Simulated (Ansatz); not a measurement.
# Tc of SrVO3 (Pm-3m) from its phonons, part 2 of 2

Each step names its level of theory.

So far, log mean phonon energy ħω_log (meV): step 2 (coupling and resistivity: LDA at its own relaxed cell) 37.6.

## Step 3: Coupling and resistivity: PBEsol at its own relaxed cell

The functional sets the lattice constant, the bands and the force constants.

This step: DFT PBEsol, scalar-relativistic, plane waves, PAW; PAW set soft_1 (Ansatz 0.2.0).

Contents of input.yaml:

```yaml
crystal:
  lattice:
    - [3.8105954737, 0.0, 0.0]
    - [0.0, 3.8105954737, 0.0]
    - [0.0, 0.0, 3.8105954737]
  atoms:
    - { symbol: Sr, position: [0.5, 0.5, 0.5] }
    - { symbol: V, position: [0.0, 0.0, 0.0] }
    - { symbol: O, position: [0.5, 0.0, 0.0] }
    - { symbol: O, position: [0.0, 0.5, 0.0] }
    - { symbol: O, position: [0.0, 0.0, 0.5] }
kpoints:
  mp_grid: { grid: [6, 6, 6] }
hamiltonian:
  xc: pbesol
  pseudopotentials: { kind: paw, azcp: { folder: soft_1 }, xc_functional: pbe }
scf:
  occupations: { method: methfessel_paxton, width: 0.2 }
output:
  eigenvalues: true
phonons:
  method: dfpt
  qmesh: [2, 2, 2]
  temperatures: { t_max: 1000, t_step: 50 }
  qpath:
    path:
      - [[0.0, 0.0, 0.0], [0.0, 0.5, 0.0], [0.5, 0.5, 0.0], [0.0, 0.0, 0.0], [0.5, 0.5, 0.5], [0.0, 0.5, 0.0]]
      - [[0.5, 0.5, 0.5], [0.5, 0.5, 0.0]]
    npoints: 10
  electrical_resistivity:
    mesh: [8, 8, 8]
    temperatures: [20.0, 50.0, 80.0, 100.0, 150.0, 200.0, 273.0, 300.0, 400.0, 500.0, 600.0, 800.0]
  superconductivity: { mesh: [8, 8, 8], eliashberg_equations: false }
```

Launch:

```sh
> ansatz run input.yaml --threads 8 --pin off --max-ram 20480MiB --backend cpu --events-out ev --progress --plain --runs-dir out
```

Numbers of over 12 decimals in the logs are rounded to 6 here.

The log of the run:

```text
[...]
Crystal: 5 atoms, lattice volume = 55.332 Å³
Basis set: ecut = 420 eV, 1045 PW (Γ), exchange–correlation on 54×54×54 points (8 copies of the dense FFT grid, shifted against one another)
Bands: 26, of which v1, the nominal top of the filled ones, is band 21 counted from 1 (20 counted from 0)
Symmetry: 48 space group operations
k-points: 20 of 216
[...]
SCF iter   1: F=—  HF=-8066.984268 eV  |F-HF|=—  |Δ(HF+E_count)|=         —  Δρ=5.40e-2  dr2=1.31e0  ethr=3.10e-3  ⟨swp⟩=7.2  Hψ=2549  notcnv=0
[...]
SCF iter  11: F=-8066.729475 eV  HF=-8066.729475 eV  |F-HF|=0.00e0  |Δ(HF+E_count)|=  1.38e-10  S|Δr|=    0.00e0  Δρ=1.46e-7  dr2=8.90e-12  ethr=1.00e-12  ⟨swp⟩=9.2  Hψ=3250  notcnv=0
SCF 1 converged in 11 iterations: F = -8066.729475 eV  dr2 = 8.90e-12
[...]
NSCF: frozen V_eff on 20 k-points
[...]
SCF iter   1: F=—  HF=-8066.984268 eV  |F-HF|=—  |Δ(HF+E_count)|=         —  Δρ=5.40e-2  dr2=1.31e0  ethr=3.10e-3  ⟨swp⟩=7.2  Hψ=2549  notcnv=0
[...]
SCF iter  11: F=-8066.729475 eV  HF=-8066.729475 eV  |F-HF|=9.09e-13  |Δ(HF+E_count)|=  1.38e-10  S|Δr|=    0.00e0  Δρ=1.45e-7  dr2=8.80e-12  ethr=1.00e-12  ⟨swp⟩=2.5  Hψ=1813  notcnv=0
SCF 2 converged in 11 iterations: F = -8066.729475 eV  dr2 = 8.80e-12
[...]
SCF converged after 11 iterations
[...]
Free energy (F): -8066.729475 eV
[...]
Internal energy: -8066.727913 eV  (E = F + TS)
E sigma→0 (E₀):  -8066.729084 eV
Entropy (-TS):   -0.001562 eV (-0.312 meV/atom)
Fermi energy:    12.722100 eV
[...]
--- Band table (eV; the first three rows and the last of 20) ---
  k-point 0: bands = [... 17 lower, 10.3369, 10.3369, 10.3369, 11.7884, 11.7884, 11.7884, 14.1853, 14.1853, ... 1 higher]
  k-point 1: bands = [... 17 lower, 9.5238, 10.1386, 10.1386, 11.8211, 12.4570, 12.4570, 14.1938, 15.0096, ... 1 higher]
  k-point 2: bands = [... 17 lower, 8.7054, 9.9411, 9.9411, 11.8881, 13.4178, 13.4178, 14.2041, 16.1267, ... 1 higher]
  k-point 19: bands = [... 17 lower, 10.6999, 10.6999, 10.6999, 14.4291, 14.4291, 14.4291, 18.0058, 18.0058, ... 1 higher]
[...]
ASR residual: 1.018e-4 → 0.000e0 eV/Å²; symmetrization residual: 1.419e-7 eV/Å²
  ASR residual per site (eV/Å²): 1.02e-4 1.20e-5 6.60e-5 6.60e-5 6.60e-5
[...]
--- Phonons (arbitrary-q DFPT): 4 irreducible q on the 2×2×2 mesh ---
[...]
interpolated dispersion: 62 rows × 15 modes
[...]
--- Electrical resistivity: potentials and phonons of a 2×2×2 supercell ---
[...]
at the Fermi level of each mesh (of a tensor a third of its trace):
[...]
8×8×8                     0.7929              4.1227    0.2716    0.3366          35.313
          4×4×4                     0.9295              4.0118    0.2847    0.3345          36.514
  resistivity on the deck's mesh, µΩ·cm:
[...]
20.00     1.7228e-3              no     1.7228e-3     1.7228e-3     1.7228e-3       6.0251e-3         1.9988e-3
     50.00     2.6645e-1              no     2.6645e-1     2.6645e-1     2.6645e-1       4.3688e-1         2.4480e-1
     80.00      1.1975e0              no      1.1975e0      1.1975e0      1.1975e0        1.5404e0         9.9636e-1
    100.00      2.1229e0              no      2.1229e0      2.1229e0      2.1229e0        2.5941e0          1.7523e0
    150.00      5.3088e0             yes      5.3088e0      5.3088e0      5.3088e0        6.0655e0          4.3922e0
    200.00      9.3327e0             yes      9.3327e0      9.3327e0      9.3327e0        1.0218e1          7.7194e0
    273.00      1.5798e1             yes      1.5798e1      1.5798e1      1.5798e1        1.6676e1          1.3009e1
    300.00      1.8233e1              no      1.8233e1      1.8233e1      1.8233e1        1.9090e1          1.4990e1
    400.00      2.7164e1              no      2.7164e1      2.7164e1      2.7164e1        2.7989e1          2.2235e1
    500.00      3.5904e1              no      3.5904e1      3.5904e1      3.5904e1        3.6796e1          2.9308e1
    600.00      4.4512e1              no      4.4512e1      4.4512e1      4.4512e1        4.5549e1          3.6255e1
    800.00      6.1558e1             yes      6.1557e1      6.1558e1      6.1558e1        6.3017e1          4.9950e1
[...]
vibrations of 8 cells: unjudged by the run; compare a larger repeat
[...]
--- Superconductivity: potentials and phonons of a 2×2×2 supercell ---
[...]
mesh         λ    ħω_log (meV)  μ* declared at (meV)
          8×8×8    0.2716          35.313               44.982
          4×4×4    0.2847          36.514               46.186
  λ by the species' shares of the modes' patterns: Sr 0.0570, V 0.0738, O 0.1408
[...]
0.08      0.203         0.205             -             -             -             -              -
      0.10      0.066         0.067             -             -             -             -              -
      0.12      0.014         0.015             -             -             -             -              -
      0.13      0.005         0.005             -             -             -             -              -
      0.14      0.002         0.002             -             -             -             -              -
      0.16      0.000         0.000             -             -             -             -              -
      0.20      0.000         0.000             -             -             -             -              -
[...]
vibrations of 8 cells: unjudged by the run; compare a larger repeat
[...]
```

It took 99 s on 8 threads of Intel Xeon at 2.70GHz, shared host; peak memory 2.3 GiB.

This step gave:

```
volume per atom                                         : 11.07 Å³/atom
zero point energy                                       : 0.3160 eV/cell
highest frequency on the path or at a solved wavevector : 761.4 cm⁻¹
Debye temperature (second moment)                       : 707 K
resistivity at 300 K                                    : 18.23 μΩ cm
coupling constant λ                                     : 0.2716
density of states at the Fermi level                    : 0.7929 states/eV a spin and cell
log mean phonon energy ħω_log                           : 35.31 meV
transport coupling constant λ_tr                        : 0.3366, 0.3366, 0.3366 (xx, yy, zz)
Drude plasma energy                                     : 4.123, 4.123, 4.123 eV (xx, yy, zz)
resistivity times mean free path                        : 13.79, 13.79, 13.79 × 10⁻¹⁶ Ω m² (xx, yy, zz)
second-moment phonon energy ħω₂                         : 44.98 meV
```

An empty cell: under 1 mK by a formula, or no transition down to the floor of the Eliashberg search. Transition temperatures:

```csv
μ*,McMillan Tc (K),Allen–Dynes Tc (K)
0.08,0.203,0.205
0.1,0.0663,0.0669
0.12,0.0145,0.0146
0.13,0.00542,0.00546
0.14,0.00164,0.00165
0.16,-,-
0.2,-,-
```

The Eliashberg function α²F has structure finer than the step of the table below, so its rows give means over 5 meV, whole bins alone (the curve runs from 0.369 to 94.0 meV). Peaks (meV: height): α²F 13.6: 0.132, 15.1: 0.13, 34.3: 0.119, 43.9: 0.171, 53.5: 0.151, 60.1: 0.137, 68.9: 0.209; α²F tr 13.6: 0.186, 30.6: 0.140, 34.3: 0.161, 43.9: 0.187, 54.2: 0.187, 60.1: 0.188, 68.9: 0.316.

Table of Eliashberg function α²F by phonon energy; means over each step:

```csv
phonon energy (meV),α²F,α²F tr
5,7.4e-5,1.7e-5
10,0.00244,0.00170
15,0.0786,0.109
20,0.00937,0.0106
25,0.0530,0.0604
30,0.0744,0.0926
35,0.0833,0.112
40,0.0330,0.0369
45,0.137,0.148
50,0.129,0.115
55,0.135,0.165
60,0.107,0.143
65,0.0360,0.0535
70,0.0882,0.124
75,0.0253,0.0320
80,0.0592,0.0865
85,0.0421,0.0665
90,0.00806,0.0129
```

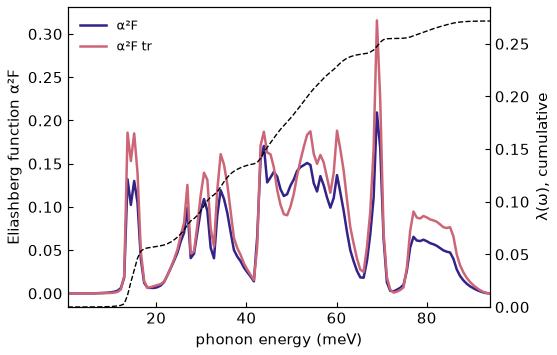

Eliashberg function α²F against phonon energy. The dashed line is the running λ.

The Eliashberg function α²F has structure finer than the step of the table below, so its rows give means over 10 meV, whole bins alone (the curve runs from 0.369 to 94.0 meV). Peaks (meV: height): α²F 43.9: 0.171, 53.5: 0.151, 60.1: 0.137, 68.9: 0.209; Sr 13.6: 0.119, 15.1: 0.115; V 26.9: 0.0471, 30.6: 0.0566, 34.3: 0.0694, 46.1: 0.0561; O 43.9: 0.115, 53.5: 0.113, 60.1: 0.107, 68.9: 0.207.

Eliashberg function α²F against phonon energy; means over each step:

```csv
phonon energy (meV),α²F,Sr,V,O
10,0.0231,0.0205,0.00207,5.4e-4
20,0.0311,0.0175,0.00627,0.00741
30,0.0769,0.00651,0.0402,0.0301
40,0.0711,0.00174,0.0283,0.0411
50,0.134,0.00118,0.0377,0.0952
60,0.0948,6.7e-4,0.0235,0.0707
70,0.0538,2.1e-5,0.00215,0.0516
80,0.0533,2.9e-5,3.0e-4,0.0529
```

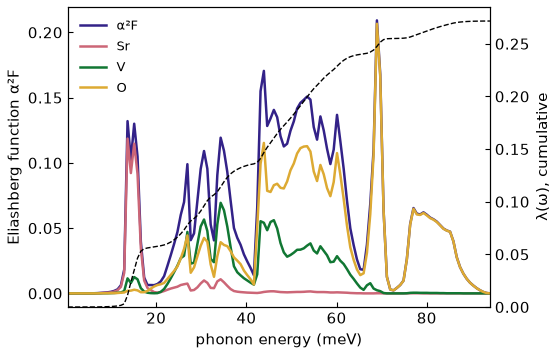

Eliashberg function α²F against phonon energy. The dashed line is the running λ.

## Step 4: Summary of results

```yaml
meshes: q 2×2×2, k 6×6×6, scattering 8×8×8
coupling_constant_lambda: 0.272
log_mean_phonon_energy_omega_log: 35.3 meV
allen_dynes_tc_at_mu_star_0p1: 0.0669 K
allen_dynes_tc_at_mu_star_0p13: 0.00546 K
```

In the last run (PBEsol, q 2×2×2, k 6×6×6, scattering 8×8×8), with λ = 0.27 and ħω_log = 35.3 meV, Tc at μ* = 0.13 is 0.0054 K by McMillan's formula and 0.0055 K by Allen and Dynes's. The Allen–Dynes value of 0.067 K at μ* = 0.10 falls under a millikelvin at 0.16. By the run's own test λ is not converged in the fine mesh: it moves by 5 % between the two finest. The run's transport test calls it not converged in the mesh; ρ(300 K) moves by 2 % in the component that moves most. These meshes are coarse. Over the runs, λ takes the values 0.256 and 0.272, in the order shown. μ* is a typed number, phonons are harmonic, and spin fluctuations are left out; at μ* = 0.13 McMillan's formula turns 1 % in λ into about 21 % in Tc.

[Logs are printed without paths, hosts, clocks, repeated set-up lines and the standing remarks that a program may print on its own settings, such as how far it seeks lower states.]

[Hosts, paths, dates, database ids (printed as entryN), source tags and the programs' standing remarks are cut or masked in the printed files.]
